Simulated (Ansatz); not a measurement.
## Electronic structure of H₁₄In₄P₄ (charge +1, doublet) in real space

Input file:

```
crystal:
  periodic: [false, false, false]
  atoms:
    - {symbol: In, position_ang: [-1.977389, -1.599268, -1.446401]}
    - {symbol: P, position_ang: [-1.965790, -1.115901, 1.162011]}
    - {symbol: In, position_ang: [1.966499, -1.608421, -1.450849]}
    - {symbol: P, position_ang: [-0.002048, 0.205020, -1.989988]}
    - {symbol: P, position_ang: [1.971655, -1.109994, 1.154805]}
    - {symbol: In, position_ang: [0.003717, 0.014017, 2.468135]}
    - {symbol: In, position_ang: [0.007117, 2.810878, -1.362544]}
    - {symbol: P, position_ang: [-0.002203, 2.325857, 1.290097]}
    - {symbol: H, position_ang: [-1.522952, -3.234100, -1.697322]}
    - {symbol: H, position_ang: [-3.061599, -0.426975, -2.145735]}
    - {symbol: H, position_ang: [-2.293065, -2.316105, 1.868755]}
    - {symbol: H, position_ang: [-3.134497, -0.358872, 1.491203]}
    - {symbol: H, position_ang: [1.499549, -3.241891, -1.687896]}
    - {symbol: H, position_ang: [3.053893, -0.448191, -2.164679]}
    - {symbol: H, position_ang: [-0.004672, 0.167228, -3.426480]}
    - {symbol: H, position_ang: [2.311408, -2.304311, 1.865703]}
    - {symbol: H, position_ang: [3.137724, -0.343686, 1.471731]}
    - {symbol: H, position_ang: [0.006802, -0.127767, 4.183528]}
    - {symbol: H, position_ang: [-1.596528, 3.331984, -1.711404]}
    - {symbol: H, position_ang: [1.617949, 3.316989, -1.700723]}
    - {symbol: H, position_ang: [-1.084543, 3.026819, 1.909959]}
    - {symbol: H, position_ang: [1.068956, 3.036676, 1.918095]}
basis:
  gaussian: {orbitals: def2-TZVP, fitting: {mean_field: def2-universal-jkfit}, initial_orbitals: start.molden}
total_charge: 1
magnetization: {spin_polarized: true, initial_magnetization: 1}
hamiltonian: {xc: pbe0, dispersion: d4}
scf: {omitted_lower_state_checks: [starts]}
output: {orbitals: {seedname: orbitals}}
```

Run with:

```sh
ansatz run in.yaml --threads 2 --pin off --events-out ev --progress --plain --max-ram 32768MiB --backend cuda --devices 0, --max-vram 18GiB
```

Geometry: PBE-D4/def2-SVP; core potentials replace the inner electrons of In.

Computed with UKS PBE0-D4/def2-TZVP in Ansatz 0.2.0.

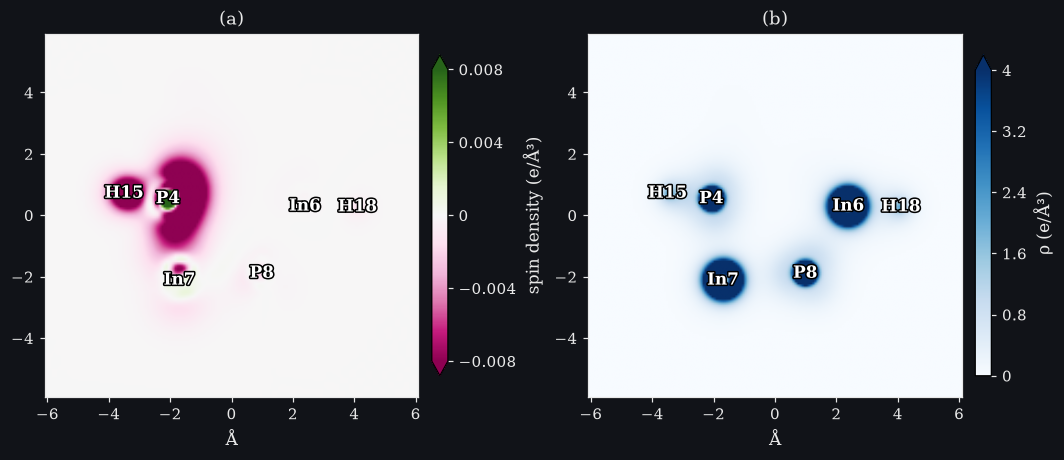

Figure 1. (a) spin density (α minus β); (b) electron density on the plane of atoms P8, In6 and H18.

Question: Interpret the plot.

Answer:
- The section cuts through P, In and H sites.
- In–P (2.59 Å): the density is about 0.44 e/Å³ at the midpoint.
- P–H (1.44 Å): ρ at the midpoint is about 1.1 e/Å³.
- In–P (2.68 Å): ρ is about 0.35 e/Å³ halfway.
- In–P (2.70 Å): the density is about 0.35 e/Å³ at the midpoint.
- In–H (1.72 Å): ρ at the midpoint is about 1.2 e/Å³.
- The unpaired spin (1 electron) lies mostly on P4 (about 0.6), In1 (about 0.1), In3 (about 0.1), H10 (about 0.1) and H14 (about 0.1), in electrons by Hirshfeld's partition.

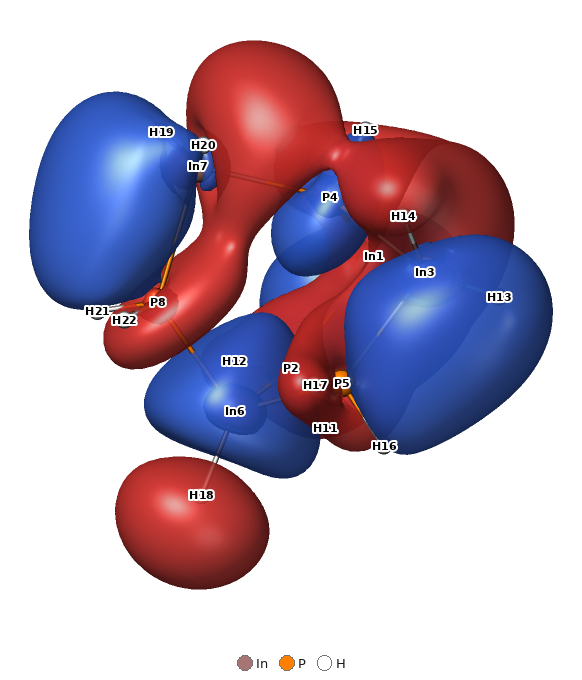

Figure 2. One frontier orbital at ±0.03 Å⁻³ᐟ² (red and blue are the two phases), seen at a tilt.

Question: Which orbital is it: HOMO (α) or LUMO (α)?

Answer: The LUMO (α), at −4.89 eV. By Hirshfeld shares it lies mainly on In6 (about 15 %), In1 (about 15 %), In3 (about 15 %), In7 (about 15 %), P8 (about 5 %) and P4 (about 5 %).
